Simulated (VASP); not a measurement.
Band structure of Li (space group Fm-3m). Computed with LDA (Ceperley-Alder, Perdew-Zunger), VASP's LDA PAW potentials (set 64) (plane waves; VASP).

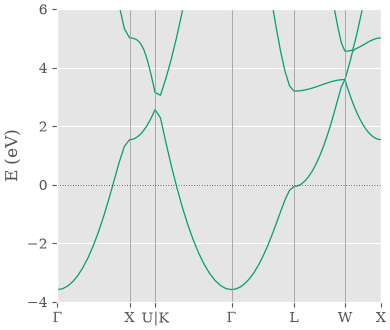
Figure: Bands along high-symmetry lines, zero at the valence-band maximum or, without a gap, the Fermi level

### Question
Read the plot: is there a gap, and where are the band edges?

### Answer
It has no gap at this level: it comes out as a metal or semimetal. (Edges off the drawn lines would not show.)

The structure comes from a computed database's Li entry (Fm-3m); how it stands against other phases isn't given here. It was relaxed first, which changed the volume by -7 %.
